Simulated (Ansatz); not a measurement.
Consider CH₄Si (SMILES C=[SiH2]).

The calculation's input:

```
crystal:
  periodic: [false, false, false]
  atoms:
    - symbol: C
      position_ang: [0.338611, -0.746529, -1.040605]
    - symbol: Si
      position_ang: [-0.884962, 0.428089, -0.823644]
    - symbol: H
      position_ang: [-0.585413, 1.852272, -0.542369]
    - symbol: H
      position_ang: [-2.328931, 0.102567, -0.901983]
    - symbol: H
      position_ang: [1.401865, -0.496914, -0.981004]
    - symbol: H
      position_ang: [0.108030, -1.795455, -1.247854]
basis:
  gaussian: {orbitals: def2-TZVPD}
hamiltonian: {xc: {name: PBE0}}
output: {forces: true, orbitals: {seedname: orbitals}}
```

Launched as:

```sh
ansatz run input.yaml --threads 1 --pin off --max-ram 2610MiB --events-out events.jsonl --progress --plain --runs-dir runs
```

Geometry: B3LYP-D3(BJ)/def2-SVP.

Method: isolated molecule in a Gaussian basis; Kohn-Sham density functional theory, functional PBE0 in Ansatz.

Question: Predict the electron density and electron localisation function between the atoms.

Answer: C–Si (1.71 Å): ρ is about 1.2 e/Å³ halfway; the ELF peaks at about 0.90 between the atoms (a covalent bond).
C–H (1.09 Å): ρ is about 2 e/Å³ halfway; the ELF climbs to about 1 towards the hydrogen, as it does in any bond to H: a covalent bond by its length.
Si–H (1.48 Å): ρ is about 0.82 e/Å³ halfway; the ELF climbs to about 1 towards the hydrogen.

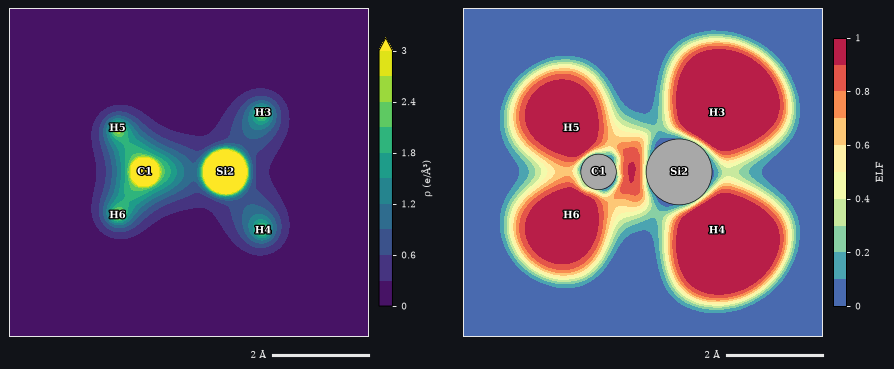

Computed electron density and electron localisation function on the molecular plane, in this order. Grey discs cover the atomic cores in the ELF map. 
